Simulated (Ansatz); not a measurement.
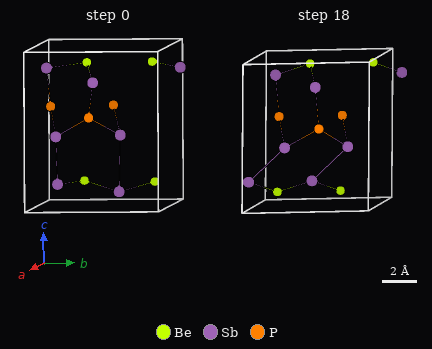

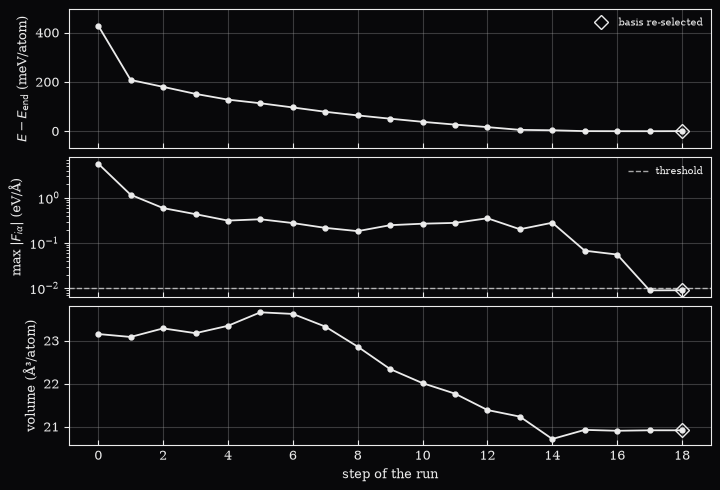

First and last geometry of a relaxation of solid Be2Sb3P (built on the Sm2Ga3Cu-156 type type), with the history of the run. A ball-and-stick model of the cell of the calculation, seen slightly off an axis.

Case: shaken.

Theory: Ansatz 0.2.0, DFT, PBEsol, plane waves, PAW.

The input:
```yaml
crystal:
  lattice:
    - [3.9925520628, 0.0244223555, 0.0275240415]
    - [-3.9502513111, 7.0493958248, -0.1090052047]
    - [0.0671071651, -0.114697323, 9.8398295047]
  atoms:
    - { symbol: Be, position: [0.3740365166, 0.3543951859, 0.8856912719] }
    - { symbol: Be, position: [0.3240925609, 0.3229493033, 0.1446199188] }
    - { symbol: Sb, position: [0.7408505353, 0.1875448662, 0.4510268802] }
    - { symbol: Sb, position: [0.6344115539, 0.1792022439, 0.1459350494] }
    - { symbol: Sb, position: [0.0654138844, -0.0046716344, 0.8272286662] }
    - { symbol: P, position: [0.0338138506, 0.0195552215, 0.5849235467] }
    - { symbol: Be, position: [0.2863016206, 0.8256288558, 0.8815328521] }
    - { symbol: Be, position: [0.4021341723, 0.8634232249, 0.1420035593] }
    - { symbol: Sb, position: [0.6813003901, 0.6584056711, 0.4553074411] }
    - { symbol: Sb, position: [0.6759638174, 0.6466572138, 0.1010542109] }
    - { symbol: Sb, position: [-0.0128134736, 0.5109674539, 0.8067311148] }
    - { symbol: P, position: [0.0101908453, 0.4836315621, 0.5894840353] }
kpoints:
  mp_grid: { grid: [6, 6, 2] }
hamiltonian:
  xc: pbesol
scf:
  occupations: { method: fermi_dirac, width: 0.05 }
relax:
  f_tol: 0.01
  cell: {}
  max_steps: 120
```

Q: Did the run converge, and what did it change?

A: It converged. The largest move relative to the cell is that of Be8, 1.73 Å along [−3 −3 −1]. By element the largest moves are Be 1.73 Å, Sb 1.49 Å, P 1.34 Å. The drawn cell changes as follows: a 3.993 → 4.069 Å (+1.9 %), b 8.081 → 7.637 Å (−5.5 %), c 9.841 → 9.137 Å (−7.2 %), α 91.5° → 90.2°, β 89.2° → 89.8°, γ 118.9° → 117.9°; the volume changes by −9.7 %. Some distances before and after: Be1–Be8 4.722 → 2.294 Å, Be2–Be7 4.663 → 2.293 Å, Sb3–Sb10 5.149 → 3.084 Å, Sb4–Sb9 5.133 → 3.084 Å. New bonds form: Be2–Be7 (4.66 → 2.29 Å), Sb3–Sb10 (5.15 → 3.08 Å), Sb4–Sb5 (4.13 → 3.35 Å), Sb4–Sb9 (5.13 → 3.08 Å). Bond angles that change, for instance: Be1–Sb10–Be8 120.9° → 55.2°, P6–Sb5–Be7 98.0° → 148.2°, Sb3–P6–Sb5 115.2° → 155.1°. The space group stays P1 (No. 1). Over 17 accepted moves (18 points after the start) the energy falls by 428 meV per atom. The largest force component goes from 5.7 to 0.009 eV/Å. Pressure: 4.89 GPa at the start and 0.00 GPa at the end. The SCF was repeated once at an unchanged geometry on a basis and grid sized afresh for the cell, which shifted the energy by 0.4 meV per atom at most.

```json
{"step": "0", "E − E(0), meV/atom": "0.00", "largest force component, eV/Å": "5.7357", "pressure, GPa": "4.89", "volume, Å³/atom": "23.153", "note": ""}
{"step": "1", "E − E(0), meV/atom": "-220.56", "largest force component, eV/Å": "1.1754", "pressure, GPa": "1.43", "volume, Å³/atom": "23.085", "note": ""}
{"step": "2", "E − E(0), meV/atom": "-248.59", "largest force component, eV/Å": "0.5966", "pressure, GPa": "0.79", "volume, Å³/atom": "23.285", "note": ""}
{"step": "3", "E − E(0), meV/atom": "-277.21", "largest force component, eV/Å": "0.4371", "pressure, GPa": "0.88", "volume, Å³/atom": "23.173", "note": ""}
{"step": "4", "E − E(0), meV/atom": "-300.53", "largest force component, eV/Å": "0.3151", "pressure, GPa": "0.75", "volume, Å³/atom": "23.345", "note": ""}
{"step": "5", "E − E(0), meV/atom": "-315.24", "largest force component, eV/Å": "0.3371", "pressure, GPa": "0.28", "volume, Å³/atom": "23.658", "note": ""}
{"step": "6", "E − E(0), meV/atom": "-332.29", "largest force component, eV/Å": "0.2779", "pressure, GPa": "0.01", "volume, Å³/atom": "23.620", "note": ""}
{"step": "7", "E − E(0), meV/atom": "-349.87", "largest force component, eV/Å": "0.2175", "pressure, GPa": "-0.38", "volume, Å³/atom": "23.327", "note": ""}
{"step": "8", "E − E(0), meV/atom": "-364.67", "largest force component, eV/Å": "0.1841", "pressure, GPa": "-0.17", "volume, Å³/atom": "22.860", "note": ""}
{"step": "9", "E − E(0), meV/atom": "-377.90", "largest force component, eV/Å": "0.2493", "pressure, GPa": "0.01", "volume, Å³/atom": "22.339", "note": ""}
{"step": "10", "E − E(0), meV/atom": "-390.67", "largest force component, eV/Å": "0.2689", "pressure, GPa": "-0.09", "volume, Å³/atom": "22.011", "note": ""}
{"step": "11", "E − E(0), meV/atom": "-402.00", "largest force component, eV/Å": "0.2802", "pressure, GPa": "-0.26", "volume, Å³/atom": "21.768", "note": ""}
{"step": "12", "E − E(0), meV/atom": "-412.18", "largest force component, eV/Å": "0.3549", "pressure, GPa": "-0.21", "volume, Å³/atom": "21.387", "note": ""}
{"step": "13", "E − E(0), meV/atom": "-423.32", "largest force component, eV/Å": "0.2027", "pressure, GPa": "-0.48", "volume, Å³/atom": "21.234", "note": ""}
{"step": "14", "E − E(0), meV/atom": "-425.01", "largest force component, eV/Å": "0.2827", "pressure, GPa": "0.16", "volume, Å³/atom": "20.713", "note": ""}
{"step": "15", "E − E(0), meV/atom": "-428.45", "largest force component, eV/Å": "0.0679", "pressure, GPa": "-0.11", "volume, Å³/atom": "20.926", "note": ""}
{"step": "16", "E − E(0), meV/atom": "-428.69", "largest force component, eV/Å": "0.0558", "pressure, GPa": "0.03", "volume, Å³/atom": "20.905", "note": ""}
{"step": "17", "E − E(0), meV/atom": "-428.83", "largest force component, eV/Å": "0.0090", "pressure, GPa": "0.00", "volume, Å³/atom": "20.916", "note": ""}
{"step": "18", "E − E(0), meV/atom": "-428.46", "largest force component, eV/Å": "0.0090", "pressure, GPa": "0.00", "volume, Å³/atom": "20.916", "note": "same geometry, new basis"}
```
